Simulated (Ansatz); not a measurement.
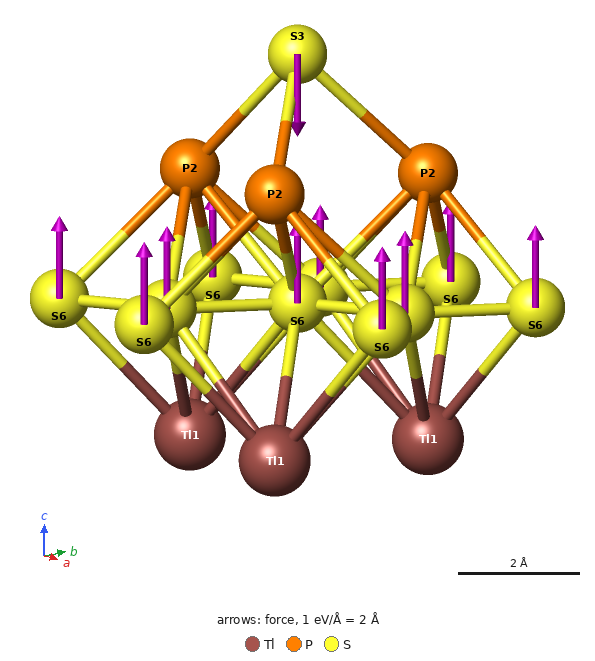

Starting geometry of solid TlPS₄ (a generated structure, set up in P6/mmm) (coarse preliminary run) with the computed forces as purple arrows. Style: ball-and-stick. Shown: the atoms within 4.2 Å of the atom that moves most (axes of the cell of the calculation), slightly off an axis.

Method: DFT PBE, scalar-relativistic, plane waves, PAW (Ansatz). (plane-wave cutoff 420 eV; k-point mesh 6 × 6 × 2; occupations gaussian; smearing width 0.1 eV; no spin polarisation; cell and atoms relaxed; force threshold 0.04 eV/Å; at most 70 steps)

> What follows when this structure is relaxed?

It isn't relaxed: the largest force vector, on S atoms, is 0.69 eV/Å. The atoms end up moving mostly along the starting forces (cosine between the two patterns 1.00). The largest moves relative to the cell, 0.30 Å, are those of S atoms. P and Tl stay in place. Cell: a = b 4.003 → 4.310 Å (+7.7 %), c 8.888 → 7.812 Å (−12.1 %). Volume +1.9 %. Among the contacts that change: P–Tl 4.444 → 3.906 Å, P–S 3.107 → 2.918 Å, S–S 2.311 → 2.488 Å, S–Tl 3.308 → 3.445 Å. The space group stays P6/mmm (No. 191). Over 5 accepted moves (6 points after the start) the energy falls by 235 meV per atom. The largest force component goes from 0.69 to 0.0024 eV/Å. The pressure goes from 3.85 to −0.09 GPa. The SCF was repeated once at an unchanged geometry on a basis and grid sized afresh for the cell, which shifted the energy by 0.4 meV per atom at most. The run took 20 s on 1 thread of Arm Neoverse V2, with other jobs on the host, peak memory 0.38 GiB.
